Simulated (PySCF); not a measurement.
**RuSF₂: triplet, from a PBE0 minimum start**

Aim: relax RuSF₂ as a triplet from a PBE0 minimum start, check by its vibrations whether the end is a minimum, and collect its spectrum and constants.

Computed with PySCF 2.14.0. Level: B3LYP, basis Ru def2-SVP with ECP28, S def2-SVP, F def2-SVP, scalar-relativistic core potentials, no spin–orbit coupling, density fitting.

## Step 1: Where the work starts

4 atoms, charge 0, spin multiplicity 3.

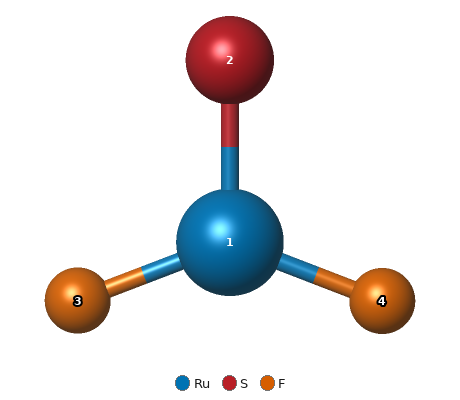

Start geometry, drawn with ruthenium blue, sulfur red, fluorine orange; atoms are numbered from 1 in the order of the file.

```xyz
4
charge 0 multiplicity 3
Ru   -0.2344    0.0000    0.0000
S     1.8031    0.0000    0.0000
F    -0.8887    1.6988    0.0000
F    -0.8887   -1.6988    0.0000
```

## Step 2: First SCF at the start

One driver script runs all steps and calls PySCF; scf.py shows how it sets up the SCF of each step. The optimiser is the driver's own. After this first run the driver tries any further starts and a stability analysis.

Contents of scf.py:

```python
from pyscf import gto, scf, dft
mol = gto.M(atom='''
Ru    -0.234370    -0.000000    -0.000000
S      1.803120     0.000000     0.000000
F     -0.888660     1.698760     0.000000
F     -0.888660    -1.698760     0.000000''',
    basis={'Ru': 'def2-SVP', 'S': 'def2-SVP', 'F': 'def2-SVP'},
    ecp={'Ru': 'def2-SVP'},
    charge=0, spin=2)
mf = dft.UKS(mol, xc='B3LYP')
mf.grids.atom_grid = (50, 194)
aux = {'Ru': 'def2-universal-JKFIT', 'S': 'def2-universal-JKFIT', 'F': 'def2-universal-JKFIT'}
mf = mf.density_fit(auxbasis=aux)
mf.conv_tol = 1e-08
mf.diis_space = 10
mf.max_cycle = 60
mf.init_guess = 'minao'
mf.verbose = 4
mf.kernel()
```

On the command line:

```bash
$ OMP_NUM_THREADS=2 python axn.py task.json out
```

After this run come: Relaxing the triplet from the PBE0 minimum start; Vibrations and properties at this point.

What does the calculation give? Wanted: minimum; geometry; wavenumbers; dipole moment; highest occupied, lowest empty level; polar-tensor charge of Ru1; zero-point energy; atomisation energy; ⟨S²⟩.

The runs gave:

| quantity | value |
| --- | --- |
| minimum | triplet, C2v |
| geometry | Ru–F 1.832 Å (×2), Ru–S 2.055 Å; F–Ru–F 137.6°, F–Ru–S 111.2° (×2) |
| wavenumbers (cm⁻¹) | 157 (b1), 178 (a1), 178 (b2), 554 (a1), 648 (a1), 705 (b2) |
| dipole moment | 0.69 D |
| highest occupied, lowest empty level (either spin) | -7.31, -4.70 eV |
| polar-tensor charge of Ru1 | +1.21 e |
| zero-point energy | 14.5 kJ/mol |
| entropy at 298.15 K | 323.6 J/(mol K) |
| atomisation energy (no zero-point energy) | 1205 kJ/mol |
| ⟨S²⟩ | 2.025 |

In words: The molecule stays C2v, as typed, and the end point is a minimum. In the infrared the band at 705 cm⁻¹ (b2, stretch) leads. Most of the spin sits on Ru1 (Mulliken spin 1.53, against 2 for the whole molecule). The first SCF alone would have been 38 kJ/mol too high. Only this shape and spin were tried, so other structures or states may lie lower. Open d and f shells are described by one determinant, and the ground state may have another occupation or spin.
